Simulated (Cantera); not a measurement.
A closed system holds: 1 mol BN, 4 mol H2O, 3 mol H2, at 973 K.

Equilibrium computed with Cantera from the NASA thermochemical tables; the gas is ideal and each condensed phase is pure. Candidate condensed phases: B, BN, B2O3, B3O3H3, H2O; 39 gas species. Gases not in the tables: H3BO3. The numbers say what is thermodynamically allowed, not how fast it happens.

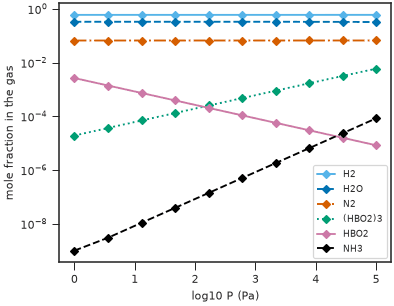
*Equilibrium gas composition (values under 1e-9 drawn at 1e-9)*

**Question.** Read off the mole fractions at 0.00600 bar.

**Answer.** H2 about 0.60, H2O about 0.33, N2 about 0.067, (HBO2)3 about 0.00048, HBO2 about 0.00011, NH3 about 5.0e-7.
